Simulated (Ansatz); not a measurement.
# r2SCAN/def2-SVP (core potential) run of InHCl2O (SMILES [OH][In]([Cl])[Cl])

What is the electronic atomisation energy of InHCl2O at r2SCAN/def2-SVP (core potential)? 

The calculation is run with Ansatz 0.2.0.

59 further runs of the same task are left out: 6 that didn't finish, 53 set aside as unsound or not needed.

**1. The system as given**

InHCl2O: 5 atoms, total charge 0, spin state singlet. SMILES: `[OH][In]([Cl])[Cl]`. Geometry: relaxed at PBE0-D4/def2-TZVP.

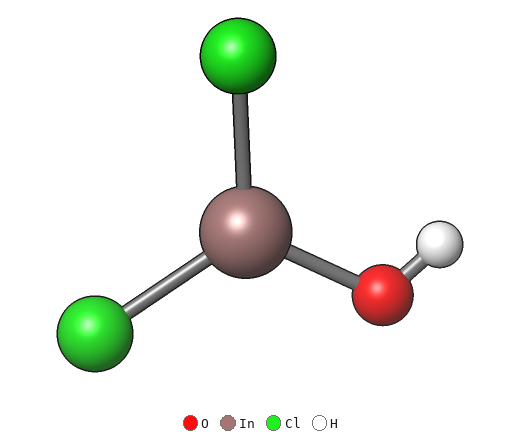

Viewed from a chosen angle; oxygen red, indium brown, chlorine green, hydrogen white.

**2. A single-point energy at r2SCAN/def2-SVP (core potential)**

input.yaml reads:

```yaml
crystal:
  periodic: [false, false, false]
  atoms:
    - {symbol: O, position_ang: [-0.347800, 1.510200, -0.137200]}
    - {symbol: In, position_ang: [-0.087900, -0.432900, -0.100800]}
    - {symbol: Cl, position_ang: [1.722600, -1.320600, 1.019900]}
    - {symbol: Cl, position_ang: [-1.580600, -1.801600, -1.170600]}
    - {symbol: H, position_ang: [0.343600, 1.971200, 0.347200]}
basis:
  gaussian:
    orbitals: def2-SVP
hamiltonian:
  xc: {name: r2SCAN}
accuracy: high
output: {orbitals: {seedname: orbitals}}
```

Command:

```console
ansatz run input.yaml --threads 1 --pin off --max-ram 3480MiB --events-out events.jsonl --progress --plain --runs-dir runs
```

Output:

```text
Warning: RAYON_NUM_THREADS=1 ignored (pool sized by the plan → 1); use --threads N
Functional definition: r2SCAN
  name "r2SCAN"
  parameter k0 = 0.174
  parameter k1 = 0.065
  parameter a1 = 4.9479
  exchange = r2scan_x(k0 = k0, k1 = k1, a1 = a1)
  correlation = r2scan_c
1712 factors; integrals over basis functions are off by at most 8.7e-9 eV
mean field evaluation 1: about -32268.5084 eV, gradient 5.9e1 eV
mean field evaluation 2: about -32172.0984 eV, gradient 1.7e2 eV
mean field evaluation 4: about -32274.5018 eV, gradient 1.7e1 eV
mean field evaluation 8: about -32275.2822 eV, gradient 1.9e-1 eV
mean field evaluation 16: about -32275.2823 eV, gradient 9.7e-6 eV
mean field -32275.28231931 eV, -1186.0947482625 hartree, gradient 8.1e-8 eV, S^2 0.000000; 0 other end points of the search recorded, 0 dependent functions left out
reference -32275.28232042 eV, -1186.0947483032 hartree; 32, 32 occupied and 49, 49 virtual orbitals, 1712 factors
Total energy: -32275.28232042 eV, -1186.0947483032 hartree
```

It took 13 s on 1 thread of Arm Neoverse V2, shared host; peak memory 0.26 GiB.

**3. The Cl atom at the same level**

in.yaml reads:

```yaml
crystal:
  periodic: [false, false, false]
  atoms:
    - symbol: Cl
      position_ang: [0.000000, 0.000000, 0.000000]
basis:
  gaussian:
    orbitals: def2-SVP
magnetization:
  spin_polarized: true
  initial_magnetization: 1
hamiltonian:
  xc: r2scan
accuracy: high
```

Run the same way, it converges to -459.95999 Eh (log not shown).

**4. The H atom, same level**

molecule.yaml reads:

```yaml
crystal:
  periodic: [false, false, false]
  atoms:
    - {symbol: H, position_ang: [0.000000, 0.000000, 0.000000]}
basis:
  gaussian:
    orbitals: def2-SVP
magnetization:
  spin_polarized: true
  initial_magnetization: 1
hamiltonian:
  xc: r2scan
accuracy: high
```

Command:

```console
ansatz run molecule.yaml --threads 1 --pin off --max-ram 3480MiB --events-out events.jsonl --progress --plain --runs-dir runs
```

Output, shortened:

```text
Warning: RAYON_NUM_THREADS=1 ignored (pool sized by the plan → 1); use --threads N
[... 7 set-up lines as earlier in the session ...]
15 factors; integrals over basis functions are off by at most 8.9e-10 eV
mean field evaluation 1: about -13.5844 eV, gradient 1.2e-3 eV
mean field evaluation 2: about -13.5842 eV, gradient 3.4e-3 eV
mean field evaluation 4: about -13.5842 eV, gradient 2.8e-5 eV
mean field -13.58416968 eV, -0.4992090282 hartree, gradient 1.0e-8 eV, S^2 0.750000; 0 other end points of the search recorded, 0 dependent functions left out
reference -13.58417057 eV, -0.4992090606 hartree; 1, 0 occupied and 4, 5 virtual orbitals, 15 factors
Total energy: -13.58417057 eV, -0.4992090606 hartree
```

Run time: 0.34 s. Hardware: 1 thread of Arm Neoverse V2, shared host.

**5. The In atom at the same level**

job.yaml reads:

```yaml
crystal:
  periodic: [false, false, false]
  atoms:
    - symbol: In
      position_ang: [0.000000, 0.000000, 0.000000]
basis:
  gaussian:
    orbitals: def2-SVP
hamiltonian:
  xc: {name: r2SCAN}
magnetization:
  spin_polarized: true
  initial_magnetization: 1
accuracy: high
```

Run the same way, it converges to -190.17664 Eh (log not shown).

**6. The O atom**

job.yaml reads:

```yaml
crystal:
  periodic: [false, false, false]
  atoms:
    - {symbol: O, position_ang: [0.000000, 0.000000, 0.000000]}
basis:
  gaussian: {orbitals: def2-SVP}
magnetization: {spin_polarized: true, initial_magnetization: 2}
hamiltonian: {xc: {name: r2SCAN}}
accuracy: high
```

Run the same way, it converges to -74.96359 Eh (log not shown).

**7. Outcome**

At r2SCAN/def2-SVP (core potential):

| quantity | value |
| --- | --- |
| molecule: total energy | -1186.09475 Eh |
| molecule: HOMO energy | -7.75 eV |
| molecule: LUMO energy | -3.10 eV |
| molecule: HOMO–LUMO gap | 4.65 eV |
| Cl atom: total energy | -459.95999 Eh |
| Cl atom: ⟨S²⟩ | 0.753 |
| H atom: total energy | -0.49921 Eh |
| H atom: ⟨S²⟩ | 0.750 |
| In atom: total energy | -190.17664 Eh |
| In atom: ⟨S²⟩ | 0.754 |
| O atom: total energy | -74.96359 Eh |
| O atom: ⟨S²⟩ | 2.003 |
| electronic atomisation energy | 14.567 eV |

In words: Taking the molecule apart into free atoms costs 14.57 eV (1406 kJ/mol), before zero-point energy and without spin-orbit coupling.
